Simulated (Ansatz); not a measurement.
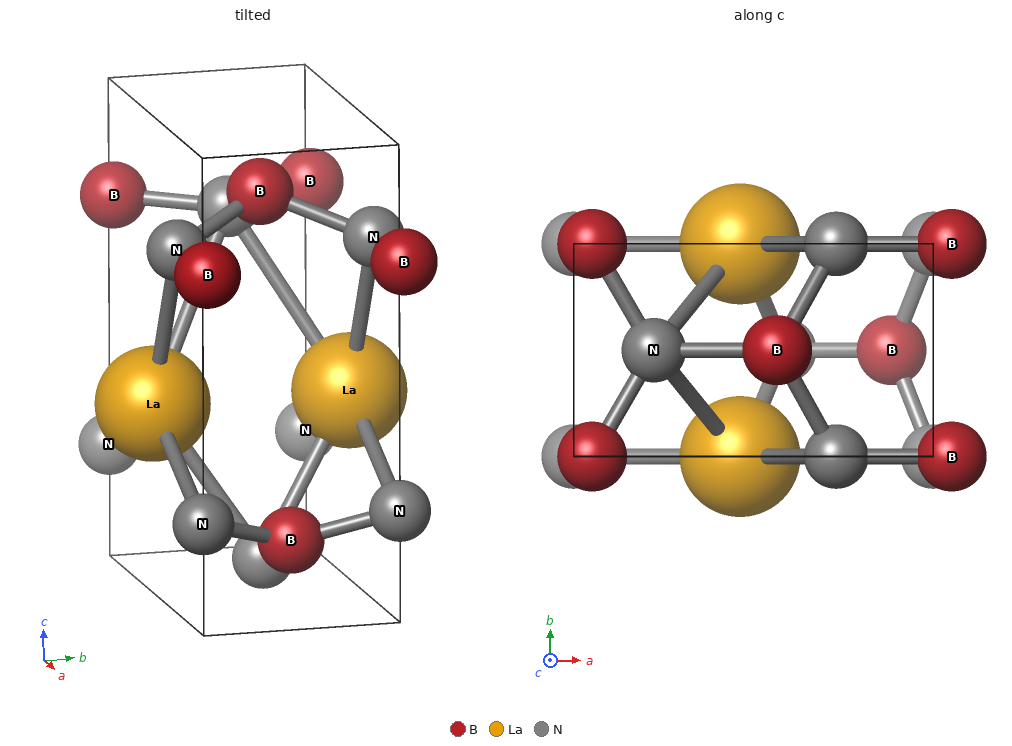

This ball-and-stick model is shown slightly off an axis and along the c axis. The conventional unit cell is outlined; an atom on or near a face, edge or corner is repeated at each equivalent position.

LaB₃N₄, space group Pm (No. 6), a = 4.513 Å, b = 2.668 Å, c = 6.415 Å, α = 90.00°, β = 90.63°, γ = 90.00°. The cell started as a structure type filled with these elements by a generator (whether the compound takes this form wasn't checked). Earlier steps of the study, as a rule a relaxation of our own, may have changed the cell and positions, so they can lie some per cent off the listed ones. It was run through Ansatz as a DFT input.

This one geometry was computed with Ansatz (DFT, plane waves, PAW) at three levels of theory: PBE, r2SCAN and PBE with spin-orbit coupling. It was relaxed beforehand with r2SCAN.

**Which level gives the highest pressure at this volume, and what does that say about its equilibrium volume?**

Highest: PBE (2.3 GPa) and PBE with spin-orbit coupling (2.3 GPa), which points to the largest equilibrium volume. Lowest, with the smallest volume: r2SCAN (-0.1 GPa). Levels within 0.5 GPa of each other can't be told apart.

**How does the band gap change with the level of theory?**

All levels give a metal.

**Collect the results in a table.**

| level | cutoff (eV) | k-mesh of the run's cell | gap (eV) | pressure (GPa) |
| --- | --- | --- | --- | --- |
| PBE | 420 | 6×10×4 | metal | 2.3 |
| r2SCAN | 500 | 6×10×4 | metal | -0.1 |
| PBE with spin-orbit coupling | 420 | 6×10×4 | metal | 2.3 |

Gaps are taken on the k-mesh or band path of each run.
